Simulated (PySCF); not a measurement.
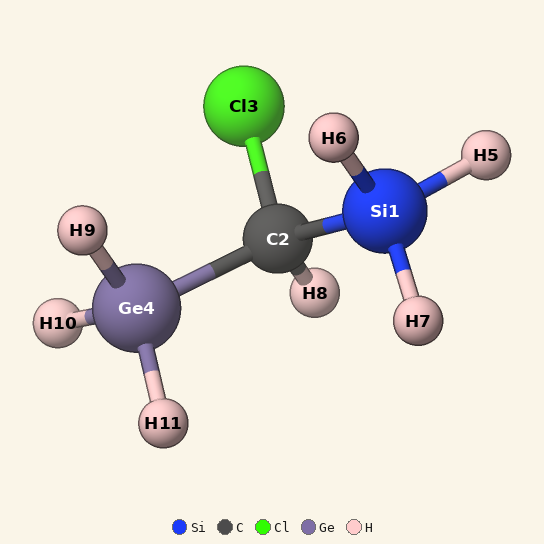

Computed geometry: PBE0-D3(BJ)/def2-SVP optimisation. No frequency run is at hand to confirm it as a minimum. Method: delta-SCF UKS SCAN, pcX-2 on the ionised atom, pcseg-1 elsewhere, spin-free X2C (PySCF 2.14.0).

Give the core-electron binding energies (to vacuum; p and d levels without spin–orbit splitting) of Si1 1s, Si1 2p, C2 1s, Cl3 1s, Cl3 2p.

```json
{"atom": "Si1", "level": "1s", "binding energy (eV)": "1846.7"}
{"atom": "Si1", "level": "2p", "binding energy (eV)": "107.2"}
{"atom": "C2", "level": "1s", "binding energy (eV)": "291.5"}
{"atom": "Cl3", "level": "1s", "binding energy (eV)": "2828.5"}
{"atom": "Cl3", "level": "2p", "binding energy (eV)": "206.4"}
```
